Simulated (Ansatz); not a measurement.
# Resistivity from frozen vibrations: Au(111) with 4 thermally displaced layers, 2x2, part 2 of 2

Aim: the resistivity of Au at 500 K from frozen thermal displacements between perfect leads.

Ansatz 0.2.0; Ansatz plane-wave DFT, PBE, PAW files; ballistic transport by layer matching (Landauer), zero bias; PAW set soft_1.

So far, open channels per spin nearest the Fermi level: step 2 (with 4 displaced layers) 3.21.

## Step 3: With 8 displaced layers

System of this step: Au(111) with 8 thermally displaced layers, 2x2. The cell holds 56 atoms: 56 Au. Its edges and angles: a = 5.768 Å, b = 5.768 Å, c = 33.006 Å, α = 87.5°, β = 92.5°, γ = 120.0°. It derives from Au. Regions: lead, 24 atoms (24 Au); scattering region, 32 atoms (32 Au). The structure is stacked along c, and the current runs across the ab planes.

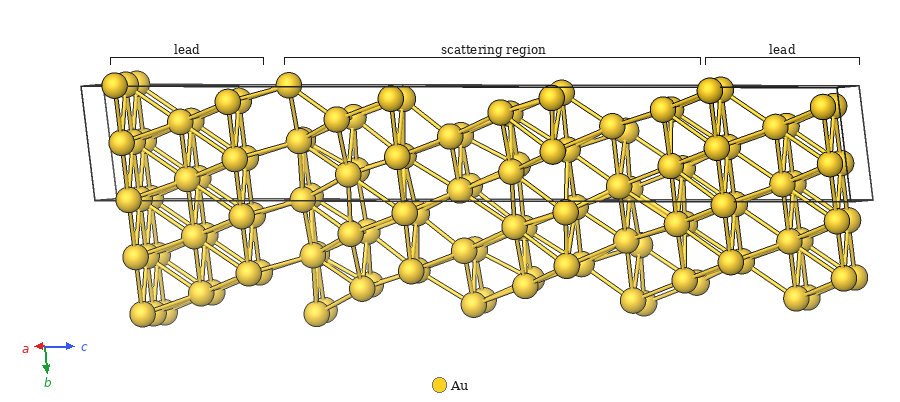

The cell of this step (gold yellow). 1×2×1 cells are drawn. Some periodic images of atoms are drawn too.

input.yaml reads:

```yaml
crystal:
  lattice:
    - [5.7675164607, 0.0, 0.0]
    - [-2.8837582304, 4.9948157718, 0.0]
    - [-1.4418791152, 0.8324692953, 32.9641022945]
  atoms:
    - { symbol: Au, position: [0.005952381, 0.994047619, 0.0357142857] }
    - { symbol: Au, position: [0.005952381, 0.494047619, 0.0357142857] }
    - { symbol: Au, position: [0.505952381, 0.994047619, 0.0357142857] }
    - { symbol: Au, position: [0.505952381, 0.494047619, 0.0357142857] }
    - { symbol: Au, position: [0.1845238095, 0.3154761905, 0.1071428571] }
    - { symbol: Au, position: [0.1845238095, 0.8154761905, 0.1071428571] }
    - { symbol: Au, position: [0.6845238095, 0.3154761905, 0.1071428571] }
    - { symbol: Au, position: [0.6845238095, 0.8154761905, 0.1071428571] }
    - { symbol: Au, position: [0.3630952381, 0.1369047619, 0.1785714286] }
    - { symbol: Au, position: [0.3630952381, 0.6369047619, 0.1785714286] }
    - { symbol: Au, position: [0.8630952381, 0.1369047619, 0.1785714286] }
    - { symbol: Au, position: [0.8630952381, 0.6369047619, 0.1785714286] }
    - { symbol: Au, position: [0.0408503897, 0.9714376825, 0.2486547647] }
    - { symbol: Au, position: [0.0616643336, 0.4815330428, 0.2480743474] }
    - { symbol: Au, position: [0.5861501766, 0.99557676, 0.2538188134] }
    - { symbol: Au, position: [0.5793795599, 0.4826209815, 0.2579789596] }
    - { symbol: Au, position: [0.2243776633, 0.2794548426, 0.3235630072] }
    - { symbol: Au, position: [0.1832088944, 0.7440051685, 0.3183070881] }
    - { symbol: Au, position: [0.7323923934, 0.2917170513, 0.3159912985] }
    - { symbol: Au, position: [0.6783375132, 0.7724888097, 0.3207630272] }
    - { symbol: Au, position: [0.4063795215, 0.1161464235, 0.3972060665] }
    - { symbol: Au, position: [0.4099890958, 0.6161467277, 0.3889811532] }
    - { symbol: Au, position: [0.8781667384, 0.1063161612, 0.3952094286] }
    - { symbol: Au, position: [0.920884339, 0.6145723945, 0.3956323844] }
    - { symbol: Au, position: [0.0728660792, 0.8821269362, 0.4616874541] }
    - { symbol: Au, position: [0.0926638946, 0.437447196, 0.4589343214] }
    - { symbol: Au, position: [0.5958470674, 0.9125065047, 0.4634631481] }
    - { symbol: Au, position: [0.5908287653, 0.4409733201, 0.4592138205] }
    - { symbol: Au, position: [0.2764237757, 0.2463075942, 0.5329863269] }
    - { symbol: Au, position: [0.2244754014, 0.6933757836, 0.5334223219] }
    - { symbol: Au, position: [0.7511579543, 0.2276800621, 0.534553427] }
    - { symbol: Au, position: [0.754150778, 0.7445756174, 0.5393263849] }
    - { symbol: Au, position: [0.4313019602, 0.0590864975, 0.6090491574] }
    - { symbol: Au, position: [0.4728282512, 0.5571682462, 0.6089579275] }
    - { symbol: Au, position: [0.9187210073, 0.0965134668, 0.609476458] }
    - { symbol: Au, position: [0.9601781113, 0.5647118402, 0.6034522654] }
    - { symbol: Au, position: [0.1393073363, 0.9050161871, 0.6755029218] }
    - { symbol: Au, position: [0.0884455451, 0.3974960715, 0.6779648612] }
    - { symbol: Au, position: [0.6584475314, 0.8728698008, 0.6767008125] }
    - { symbol: Au, position: [0.5908852704, 0.3485390496, 0.675424892] }
    - { symbol: Au, position: [0.3230347922, 0.2056236532, 0.7478468735] }
    - { symbol: Au, position: [0.2731067862, 0.7215031731, 0.752329758] }
    - { symbol: Au, position: [0.7924890853, 0.1990626809, 0.7510813188] }
    - { symbol: Au, position: [0.7918007305, 0.6920630794, 0.752202475] }
    - { symbol: Au, position: [0.4702380952, 0.0297619048, 0.8214285714] }
    - { symbol: Au, position: [0.4702380952, 0.5297619048, 0.8214285714] }
    - { symbol: Au, position: [0.9702380952, 0.0297619048, 0.8214285714] }
    - { symbol: Au, position: [0.9702380952, 0.5297619048, 0.8214285714] }
    - { symbol: Au, position: [0.1488095238, 0.8511904762, 0.8928571429] }
    - { symbol: Au, position: [0.1488095238, 0.3511904762, 0.8928571429] }
    - { symbol: Au, position: [0.6488095238, 0.8511904762, 0.8928571429] }
    - { symbol: Au, position: [0.6488095238, 0.3511904762, 0.8928571429] }
    - { symbol: Au, position: [0.3273809524, 0.1726190476, 0.9642857143] }
    - { symbol: Au, position: [0.3273809524, 0.6726190476, 0.9642857143] }
    - { symbol: Au, position: [0.8273809524, 0.1726190476, 0.9642857143] }
    - { symbol: Au, position: [0.8273809524, 0.6726190476, 0.9642857143] }
kpoints:
  mp_grid: { grid: [5, 5, 1] }
hamiltonian:
  xc: pbe
  pseudopotentials: { kind: paw, azcp: { folder: soft_1 } }
scf:
  occupations: { method: fermi_dirac, width: 0.1 }
output:
  transmission:
    leads: [[0, 4]]
    kmesh: [10, 10]
    e_range: [-0.05, 0.05]
    de: 0.05
  write_potential: true
  write_density: true
  volumetric_format: npy
```

Launch:

```
$ ansatz run input.yaml --threads 4 --pin off --max-ram 15360MiB --backend cpu --events-out ev --progress --plain --runs-dir out
```

Numbers of over 12 decimals in the logs are rounded to 6 here.

Log:

```text
[...]
Crystal: 56 atoms, lattice volume = 949.619 Å³
Basis set: ecut = 420 eV, 18659 PW (Γ)
Bands: 639, of which v1, the nominal top of the filled ones, is band 532 counted from 1 (531 counted from 0)
Symmetry: 1 space group operations
[...]
k-points: 13 of 25 (time reversal used)
[...]
SCF iter   1: F=—  HF=-736475.329491 eV  |F-HF|=—  |Δ(HF+E_count)|=         —  Δρ=6.74e-2  dr2=4.72e1  ethr=3.10e-3  ⟨swp⟩=4.0  Hψ=24679  notcnv=0  defer=224
[...]
SCF iter  10: F=-736461.443857 eV  HF=-736461.443857 eV  |F-HF|=6.05e-8  |Δ(HF+E_count)|=   2.79e-8  Δρ=1.86e-6  dr2=7.90e-8  ethr=9.40e-12  ⟨swp⟩=7.4  Hψ=37546  notcnv=0
SCF 1 converged in 10 iterations: F = -736461.443857 eV  dr2 = 7.90e-8
[...]
transmission: 230 of 2288 steps passed
transmission: 458 of 2288 steps passed
[...]
transmission: 2288 of 2288 steps passed
SCF converged after 10 iterations
Free energy (F): -736461.443857 eV
[...]
Internal energy: -736460.786601 eV  (E = F + TS)
E sigma→0 (E₀):  -736461.115229 eV
Entropy (-TS):   -0.657256 eV (-11.737 meV/atom)
Fermi energy:    20.725547 eV
[...]
--- Band table (eV; the first three rows and the last of 13) ---
  k-point 0: bands = [... 528 lower, 20.8910, 21.1556, 21.2002, 21.3410, 21.3673, 21.4280, 21.4950, 21.5593, ... 103 higher]
  k-point 1: bands = [... 528 lower, 20.4171, 20.5026, 20.6118, 20.6879, 20.7523, 20.7952, 20.8524, 20.9287, ... 103 higher]
  k-point 2: bands = [... 528 lower, 20.5003, 20.5634, 20.5943, 20.6694, 20.7427, 20.8209, 20.8753, 21.0253, ... 103 higher]
  k-point 12: bands = [... 528 lower, 19.9205, 19.9578, 20.1766, 20.8033, 20.9540, 21.1216, 21.2326, 21.3065, ... 103 higher]
--- Transmission ---
  basis      : 253 plane waves across, 44 finite elements along
  points     : 52, standing for a mesh of 10 x 10
[...]
channels       : 3.210000e0 a spin
[...]
junction   : crystal 0 to crystal 0, 0.70 to 31.31 Å
    transmission   : 2.908149e0 a spin
[...]
```

Run time: 22 min. Hardware: 4 threads of Arm Neoverse V1, shared host; peak memory 8.1 GiB.

This step gave:

```yaml
free_energy: -736461.4439 eV
energy_at_zero_smearing: -736461.1152 eV
transmission_per_spin_nearest_the_fermi_level: 2.908
step_of_the_lead_s_potential: 6.8 meV
```

Per spin. The transmission, zone mean stays at 2.91 for energy from -0.05 to 0.05 eV.

Over the solved energies the transmission per spin lies between 2.91 and 2.91, out of 3.21 channels of the lead on average (up to 3.21).

## Step 4: With 12 displaced layers

System of this step: Au(111) with 12 thermally displaced layers, 2x2. The cell holds 72 atoms: 72 Au. Its edges and angles: a = 5.768 Å, b = 5.768 Å, c = 42.382 Å, α = 90.0°, β = 90.0°, γ = 120.0°. It derives from Au. Regions: lead, 24 atoms (24 Au); scattering region, 48 atoms (48 Au). The structure is stacked along c, and the current runs across the ab planes.

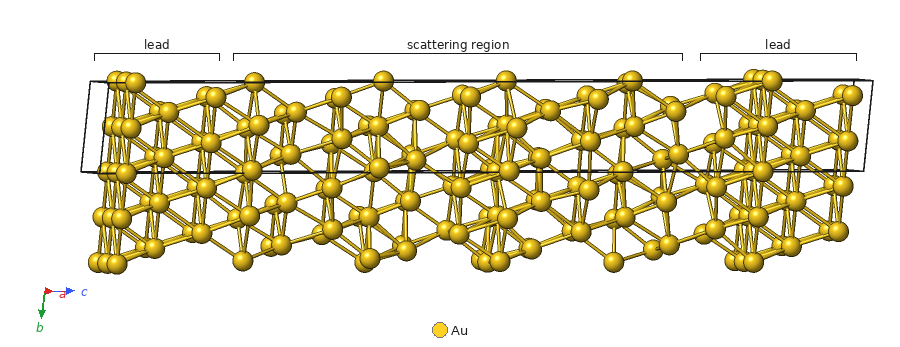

The cell of this step (gold yellow). 1×2×1 cells are drawn. Some periodic images of atoms are drawn too.

input.yaml reads:

```yaml
crystal:
  lattice:
    - [5.7675164607, 0.0, 0.0]
    - [-2.8837582304, 4.9948157718, 0.0]
    - [0.0, 0.0, 42.3824172358]
  atoms:
    - { symbol: Au, position: [0.0, 0.0, 0.0277777778] }
    - { symbol: Au, position: [0.0, 0.5, 0.0277777778] }
    - { symbol: Au, position: [0.5, 0.0, 0.0277777778] }
    - { symbol: Au, position: [0.5, 0.5, 0.0277777778] }
    - { symbol: Au, position: [0.1666666667, 0.3333333333, 0.0833333333] }
    - { symbol: Au, position: [0.1666666667, 0.8333333333, 0.0833333333] }
    - { symbol: Au, position: [0.6666666667, 0.3333333333, 0.0833333333] }
    - { symbol: Au, position: [0.6666666667, 0.8333333333, 0.0833333333] }
    - { symbol: Au, position: [0.3333333333, 0.1666666667, 0.1388888889] }
    - { symbol: Au, position: [0.3333333333, 0.6666666667, 0.1388888889] }
    - { symbol: Au, position: [0.8333333333, 0.1666666667, 0.1388888889] }
    - { symbol: Au, position: [0.8333333333, 0.6666666667, 0.1388888889] }
    - { symbol: Au, position: [0.9421581076, 0.9698926968, 0.1936078802] }
    - { symbol: Au, position: [0.984208563, 0.4728064436, 0.1953492865] }
    - { symbol: Au, position: [0.5266197, 0.0105349975, 0.1950624849] }
    - { symbol: Au, position: [0.5214763997, 0.5094465245, 0.1912999119] }
    - { symbol: Au, position: [0.1776498623, 0.3634944043, 0.2468689509] }
    - { symbol: Au, position: [0.163382461, 0.8242447096, 0.2475281305] }
    - { symbol: Au, position: [0.6473857993, 0.3356928481, 0.2508680336] }
    - { symbol: Au, position: [0.6560299632, 0.7995586069, 0.2492052101] }
    - { symbol: Au, position: [0.3513834728, 0.1887809092, 0.3074067054] }
    - { symbol: Au, position: [0.3629675878, 0.6922920897, 0.3078234877] }
    - { symbol: Au, position: [0.8175216744, 0.1680223044, 0.3035925661] }
    - { symbol: Au, position: [0.7655322419, 0.6274067486, 0.3113055249] }
    - { symbol: Au, position: [0.9512159768, 0.9476320054, 0.3595012499] }
    - { symbol: Au, position: [0.0302265787, 0.4989499391, 0.3622344036] }
    - { symbol: Au, position: [0.4935602026, 0.99805605, 0.3645976934] }
    - { symbol: Au, position: [0.5150936043, 0.4979854538, 0.3635653895] }
    - { symbol: Au, position: [0.1858408898, 0.3282143525, 0.4174098246] }
    - { symbol: Au, position: [0.1640023786, 0.8177241825, 0.419834584] }
    - { symbol: Au, position: [0.6560532797, 0.3188646139, 0.4120538612] }
    - { symbol: Au, position: [0.6588852044, 0.8689620931, 0.4135285215] }
    - { symbol: Au, position: [0.3377344774, 0.1580913695, 0.473629706] }
    - { symbol: Au, position: [0.3364505624, 0.6485352652, 0.4714188331] }
    - { symbol: Au, position: [0.8366807789, 0.1693421167, 0.4721437459] }
    - { symbol: Au, position: [0.8343471793, 0.6813675467, 0.4758476855] }
    - { symbol: Au, position: [0.002289447, 0.9827128306, 0.5288676685] }
    - { symbol: Au, position: [0.0066270267, 0.5107820923, 0.5328559036] }
    - { symbol: Au, position: [0.4955379486, 0.9997313528, 0.5253372413] }
    - { symbol: Au, position: [0.4875085903, 0.4867065624, 0.5321814837] }
    - { symbol: Au, position: [0.1661362523, 0.3199752538, 0.5886444013] }
    - { symbol: Au, position: [0.1498598719, 0.8534495062, 0.586130653] }
    - { symbol: Au, position: [0.6752263095, 0.3272336968, 0.58297716] }
    - { symbol: Au, position: [0.6688994902, 0.8516933842, 0.5769227273] }
    - { symbol: Au, position: [0.3247666639, 0.1702155722, 0.6372891696] }
    - { symbol: Au, position: [0.2937322881, 0.6609950033, 0.6368102122] }
    - { symbol: Au, position: [0.8658400194, 0.1993053169, 0.6390798653] }
    - { symbol: Au, position: [0.7919197191, 0.6620842958, 0.63634513] }
    - { symbol: Au, position: [0.0335488079, 0.0395067599, 0.6953181958] }
    - { symbol: Au, position: [0.0588553467, 0.5353749247, 0.6963617158] }
    - { symbol: Au, position: [0.4850388414, 0.0048789198, 0.6907581849] }
    - { symbol: Au, position: [0.5260686905, 0.5055759923, 0.6985702336] }
    - { symbol: Au, position: [0.1540959678, 0.2911914687, 0.75216816] }
    - { symbol: Au, position: [0.2095293134, 0.8755905031, 0.7477268843] }
    - { symbol: Au, position: [0.653451836, 0.3382828046, 0.7474991847] }
    - { symbol: Au, position: [0.6306271455, 0.8110838983, 0.757513745] }
    - { symbol: Au, position: [0.3128258469, 0.1458552936, 0.8046422515] }
    - { symbol: Au, position: [0.3519285583, 0.69930312, 0.8084460079] }
    - { symbol: Au, position: [0.8530982115, 0.1701039599, 0.8062686871] }
    - { symbol: Au, position: [0.806088121, 0.6338680976, 0.8114443413] }
    - { symbol: Au, position: [0.0, 0.0, 0.8611111111] }
    - { symbol: Au, position: [0.0, 0.5, 0.8611111111] }
    - { symbol: Au, position: [0.5, 0.0, 0.8611111111] }
    - { symbol: Au, position: [0.5, 0.5, 0.8611111111] }
    - { symbol: Au, position: [0.1666666667, 0.3333333333, 0.9166666667] }
    - { symbol: Au, position: [0.1666666667, 0.8333333333, 0.9166666667] }
    - { symbol: Au, position: [0.6666666667, 0.3333333333, 0.9166666667] }
    - { symbol: Au, position: [0.6666666667, 0.8333333333, 0.9166666667] }
    - { symbol: Au, position: [0.3333333333, 0.1666666667, 0.9722222222] }
    - { symbol: Au, position: [0.3333333333, 0.6666666667, 0.9722222222] }
    - { symbol: Au, position: [0.8333333333, 0.1666666667, 0.9722222222] }
    - { symbol: Au, position: [0.8333333333, 0.6666666667, 0.9722222222] }
kpoints:
  mp_grid: { grid: [5, 5, 1] }
hamiltonian:
  xc: pbe
  pseudopotentials: { kind: paw, azcp: { folder: soft_1 } }
scf:
  occupations: { method: fermi_dirac, width: 0.1 }
output:
  transmission:
    leads: [[0, 4]]
    kmesh: [10, 10]
    e_range: [-0.05, 0.05]
    de: 0.05
  write_potential: true
  write_density: true
  volumetric_format: npy
```

Log:

```text
[...]
Crystal: 72 atoms, lattice volume = 1220.939 Å³
Basis set: ecut = 420 eV, 23937 PW (Γ)
Bands: 821, of which v1, the nominal top of the filled ones, is band 684 counted from 1 (683 counted from 0)
Symmetry: 1 space group operations
[...]
k-points: 13 of 25 (time reversal used)
[...]
SCF iter   1: F=—  HF=-946894.294366 eV  |F-HF|=—  |Δ(HF+E_count)|=         —  Δρ=6.73e-2  dr2=6.06e1  ethr=3.10e-3  ⟨swp⟩=4.0  Hψ=31701  notcnv=0  defer=309
[...]
SCF iter  11: F=-946876.538642 eV  HF=-946876.538642 eV  |F-HF|=5.25e-8  |Δ(HF+E_count)|=   1.13e-8  Δρ=7.62e-7  dr2=5.80e-8  ethr=7.31e-12  ⟨swp⟩=8.4  Hψ=39785  notcnv=0
SCF 1 converged in 11 iterations: F = -946876.538642 eV  dr2 = 5.80e-8
[...]
transmission: 278 of 2756 steps passed
transmission: 552 of 2756 steps passed
[...]
transmission: 2756 of 2756 steps passed
SCF converged after 11 iterations
Free energy (F): -946876.538642 eV
[...]
Internal energy: -946875.761458 eV  (E = F + TS)
E sigma→0 (E₀):  -946876.150050 eV
Entropy (-TS):   -0.777184 eV (-10.794 meV/atom)
Fermi energy:    20.711204 eV
[...]
--- Band table (eV; the first three rows and the last of 13) ---
  k-point 0: bands = [... 680 lower, 20.9532, 21.2481, 21.3056, 21.3291, 21.3467, 21.3788, 21.4003, 21.5035, ... 133 higher]
  k-point 1: bands = [... 680 lower, 20.4748, 20.5416, 20.6042, 20.6662, 20.7294, 20.7776, 20.8432, 20.9170, ... 133 higher]
  k-point 2: bands = [... 680 lower, 20.4995, 20.5579, 20.5686, 20.6495, 20.7036, 20.7474, 20.7790, 20.8212, ... 133 higher]
  k-point 12: bands = [... 680 lower, 19.9965, 20.3284, 20.3496, 20.7184, 20.7792, 21.0315, 21.0475, 21.4193, ... 133 higher]
--- Transmission ---
  basis      : 253 plane waves across, 53 finite elements along
  points     : 52, standing for a mesh of 10 x 10
[...]
channels       : 3.210000e0 a spin
[...]
junction   : crystal 0 to crystal 0, 0.70 to 40.73 Å
    transmission   : 2.721979e0 a spin
[...]
```

Elapsed: 37 min, on 4 threads; peak memory 9.8 GiB; 2.4 h of CPU time.

This step gave:

| Property | Result |
| --- | --- |
| free energy | -946876.5386 eV |
| energy at zero smearing | -946876.1500 eV |
| Fermi energy | 20.71 eV |
| transmission per spin nearest the Fermi level | 2.722 |
| step of the lead's potential | 10.4 meV |

Per spin. Table of transmission, zone mean by energy, zero at the Fermi level:

| energy (eV) | transmission, zone mean |
| --- | --- |
| -0.0500 | 2.70 |
| 0.0000 | 2.72 |
| 0.0500 | 2.74 |

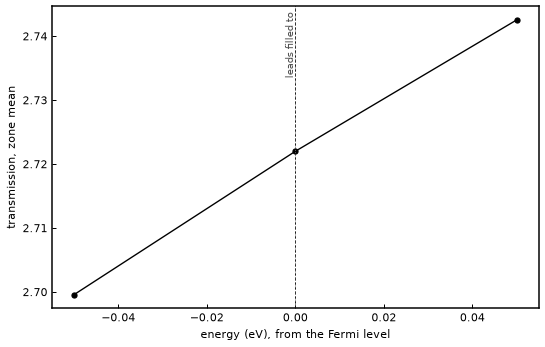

Transmission, zone mean against energy.

Over the solved energies the transmission per spin lies between 2.70 and 2.74, out of 3.21 channels of the lead on average (up to 3.21).

## Step 5: The fit

This step: Ansatz plane-wave DFT, PBE, PAW files; ballistic transport by layer matching (Landauer), zero bias; resistivity from the slope of the area resistance; PAW set soft_1 (Ansatz 0.2.0).

Numbers from this step:

```
resistivity           : 8.253 µΩ cm
intercept             : -0.02831 fΩ m²
scatter about the fit : 0.004365 fΩ m²
```

Resistance, by row:

```
run  length (Å)      T  channels N  RA (fΩ m²)
 n4       9.418  3.071        3.21     0.05251
 n8       18.84  2.906        3.21       0.121
n12       28.25  2.721        3.21       0.208
```

The area resistance by length of the displaced region:

| length of the displaced region (Å) | area resistance (fΩ m²) |
| --- | --- |
| 9.42 | 0.0525 |
| 18.84 | 0.121 |
| 28.25 | 0.208 |

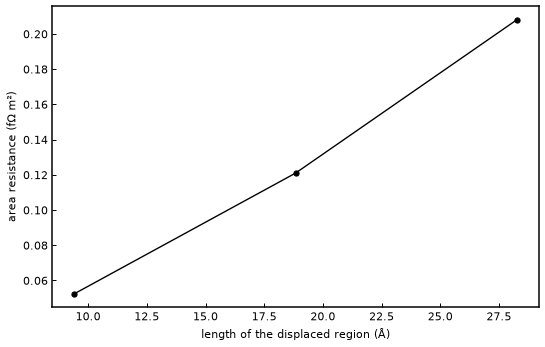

Area resistance, plotted against length of the displaced region.

The area resistance goes from 0.053 to 0.21 fΩ m² between 9.4 and 28.3 Å, a slope of 8.3 µΩ cm.

By hand from the end points: (0.2080 − 0.05251) fΩ m² / (28.25 − 9.42) Å = 8.3 µΩ cm, since 1 fΩ m² per Å is 1000 µΩ cm.

## Step 6: Results

| Property | Result |
| --- | --- |
| resistivity from the slope | 8.25 µΩ cm |
| area resistance over 9.42 Å | 0.0525 fΩ m² |
| area resistance over 18.8 Å | 0.121 fΩ m² |
| area resistance over 28.3 Å | 0.208 fΩ m² |

What this shows: The slope gives 8.3 µΩ cm. The points scatter by 0.0044 fΩ m² about the line, with one random draw a length in a 2x2 cell, so the slope is a rough value. The mean square of the displacements drawn is 0.78, 0.91 and 1.0 of the nominal one at the three lengths; with each resistance scaled back by that, the slope is 7.2 µΩ cm, the value used below. Read with a model of isotropic scattering on a spherical Fermi surface and the lead's 0.86×10¹⁵ S/m², this slope means a mean free path near 139 Å; over these lengths the model's slope is 1.15 times its bulk resistivity, which would be 6.3 µΩ cm. Uncorrelated displacements put too much weight on short waves, which scatter strongly; with the sideways repeat of a small cell, one draw and three short lengths, the method is good to a factor of two or three. The measured value is 3.97 µΩ cm (CRC Handbook of Chemistry and Physics, 84th ed., 2003, Electrical Resistivity of Pure Metals); the scaled slope is 1.8 times that and the corrected value 1.6: clearly high. Spin-orbit coupling is left out, which matters for Au.

[Logs are printed without paths, hosts, clocks, repeated set-up lines and the standing remarks that a program may print on its own settings, such as how far it seeks lower states.]

[Hosts, paths, dates, database ids (printed as entryN), source tags and the programs' standing remarks are cut or masked in the printed files.]
